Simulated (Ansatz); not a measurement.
Energy over volume and axial ratio for Nb (bcc, W type)

Nb (bcc, W type)

Space group Im-3m (No. 229); a = b = c = 3.303 Å, α = β = γ = 90.00°

| atom | site | symmetry | x | y | z |
|---|---|---|---|---|---|
| Nb | 2a | m-3m | 0.0000 | 0.0000 | 0.0000 |
(The calculation used a cell of 1 atom; values per cell refer to that cell.)

Grid over V/V₀ and (c/a)/(c/a)₀, subscript 0 meaning the relaxed cell; the conventional c axis lies along z; no internal relaxation.

These are r2SCAN (plane waves to 500 eV, PAW, scalar-relativistic; Ansatz, an electronic-structure program) values and carry that method's errors. k mesh 20×20×20 (Γ-centred), Fermi-Dirac smearing 0.05 eV. The energy includes the smearing's −TS. With partly filled bands, the response to shear is sensitive to the k mesh, so small differences along c/a are uncertain. Nb is run without spin polarisation. Nb was relaxed with its symmetry unable to fall. ΔE is measured from the relaxed starting cell.

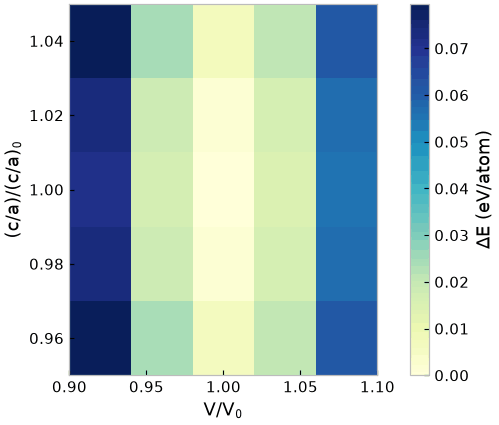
Figure: ΔE (eV/atom) over the 5×5 grid of computed points.

Lowest place on the grid: V/V₀ = 1.000, (c/a)/(c/a)₀ = 1.000 (0 meV/atom). Highest place on the grid: V/V₀ = 0.920, (c/a)/(c/a)₀ = 1.040 (80 meV/atom).

(A scan under strain: stresses follow from slopes of the energy per volume, elastic moduli from its curvatures.)
